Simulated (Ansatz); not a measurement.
## Electronic structure of CH₇NSSi₂ (SMILES [SiH3][SiH]1NCS1) in real space

Input file:

```
crystal:
  periodic: [false, false, false]
  atoms:
    - { symbol: Si, position_ang: [-1.3488, 0.8382, 1.1821] }
    - { symbol: Si, position_ang: [0.1783, 0.8626, -0.4845] }
    - { symbol: "N", position_ang: [1.4235, -0.2447, -0.348] }
    - { symbol: C, position_ang: [0.9114, -1.4218, -0.9672] }
    - { symbol: S, position_ang: [-0.1948, -0.4225, -2.12] }
    - { symbol: H, position_ang: [-0.8468, 1.5224, 2.404] }
    - { symbol: H, position_ang: [-2.5928, 1.6362, 0.7781] }
    - { symbol: H, position_ang: [-1.7503, -0.4919, 1.5209] }
    - { symbol: H, position_ang: [0.7305, 2.194, -0.8605] }
    - { symbol: H, position_ang: [1.747, -0.3898, 0.6507] }
    - { symbol: H, position_ang: [1.5458, -2.0796, -1.4575] }
    - { symbol: H, position_ang: [0.2739, -2.0583, -0.264] }
basis:
  gaussian:
    orbitals: "6-31G*"
hamiltonian:
  xc:
    name: wB97X
output:
  orbitals: {}
```

Command:

```sh
python energy_ch7nssi2.py
```

Method: SCF wB97X, Gaussian basis in Ansatz 0.2.0.

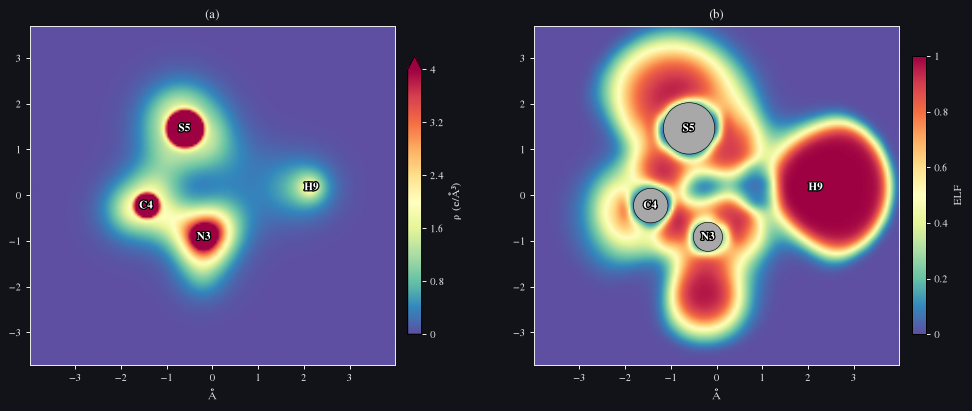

Figure 1. (a) total electron density; (b) ELF on the plane of atoms N3, C4 and S5. Grey discs cover the atomic cores in the ELF map.

**Read the bonding off the picture.**

The plane passes through N, C, S and H nuclei.
C–N (1.43 Å): the density is about 2 e/Å³ at the midpoint; the ELF peaks at about 0.95 between the atoms (localised, covalent bonding).
C–S (1.88 Å): ρ is about 1.1 e/Å³ halfway; the ELF peaks at about 0.90 between the atoms, as expected for a covalent bond.
The ELF also peaks beside S5, away from the bonds: lone-pair regions.

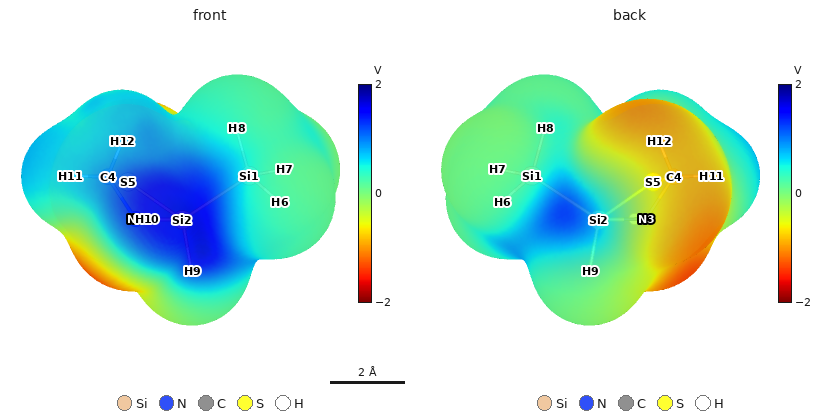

Figure 2. The molecular electrostatic potential painted on the density surface at 0.001 e/bohr³, seen from the front and from behind; the colour scale runs from red (negative) to blue (positive).

**Which sites attract a positive test charge, and which a negative one?**

A positive charge is drawn to the negative regions and a negative charge to the positive ones. The most negative region (about −1.3 V) lies over N3, the most positive (about +1.6 V) over Si2 and H10. N3 is the likeliest acceptor of a hydrogen bond.

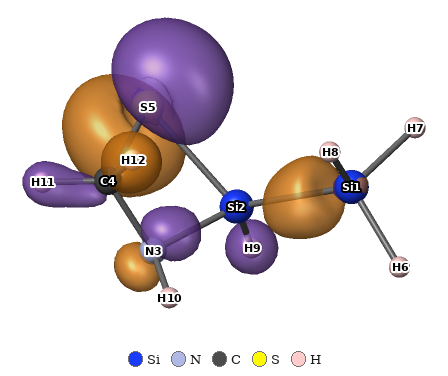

Figure 3. The HOMO at ±0.15 Å⁻³ᐟ² (orange and purple are the two phases), seen from one side.

**Where does this orbital lie, and at what energy?**

It lies mainly on S5 (about 60 %), Si2 (about 10 %) and Si1 (about 10 %). Its energy is −8.93 eV.
